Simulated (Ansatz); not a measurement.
Complex (SMILES): [SiH4] (SiH4) with [H][H] (H2), atoms 1 to 5 the first; geometry from B3LYP-D3(BJ)/def2-TZVP, monomers rigid:
```xyz
7

Si     0.0572    -0.2137    -0.1147
H      1.0024     0.6011     0.6813
H     -0.6863    -1.1236     0.7855
H     -0.8976     0.6793    -0.8090
H      0.8074    -1.0085    -1.1129
H     -1.6187     1.7089     2.1168
H     -2.0030     2.1245     2.5994
```

Basis-set convergence of the counterpoise-corrected interaction energy at PBE with Ansatz (a quantum-chemistry and plane-wave program). Cartesian d functions, on some or all atoms, in 6-31G**, 6-311G**; all else is spherical. The program fits the integrals of some runs and decomposes those of others, by size. No added dispersion term, no relativity. Functions are those of the species that has most. Reference: the value in aug-pcseg-3, -0.11 kcal/mol. Deviations are taken from unrounded values. Cost is core time over that of 6-311++G(3df,3pd), rough, on shared machines of one kind; a dash marks a row that isn't timed (too short, read off another run, short of memory, by another algorithm or on other hardware).

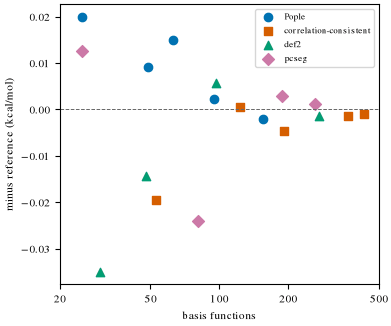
Fig. 1. Deviation from the reference against the number of basis functions, by family of sets.

| basis | functions | counterpoise-corrected interaction energy (kcal/mol) | minus reference (kcal/mol) | cost |
|---|---|---|---|---|
| 3-21G | 25 | -0.09 | 0.02 | - |
| pcseg-0 | 25 | -0.10 | 0.01 | - |
| def2-SV(P) | 30 | -0.14 | -0.03 | - |
| def2-SVP | 48 | -0.12 | -0.01 | - |
| 6-31G** | 49 | -0.10 | 0.01 | - |
| cc-pV(D+d)Z | 53 | -0.13 | -0.02 | - |
| 6-311G** | 63 | -0.09 | 0.01 | - |
| aug-pcseg-1 | 81 | -0.13 | -0.02 | 0.4× |
| 6-311++G(2d,2p) | 95 | -0.11 | 0.00 | 0.5× |
| def2-TZVPD | 97 | -0.10 | 0.01 | 0.4× |
| cc-pV(T+d)Z | 123 | -0.11 | 0.00 | 0.6× |
| 6-311++G(3df,3pd) | 155 | -0.11 | 0.00 | 1× |
| aug-pcseg-2 | 188 | -0.11 | 0.00 | 1× |
| aug-cc-pV(T+d)Z | 193 | -0.11 | 0.00 | 1× |
| pcseg-3 | 262 | -0.11 | 0.00 | 1× |
| def2-QZVPPD | 274 | -0.11 | 0.00 | 2× |
| aug-cc-pV(Q+d)Z | 365 | -0.11 | 0.00 | 3× |
| cc-pV(5+d)Z | 430 | -0.11 | 0.00 | 10× |
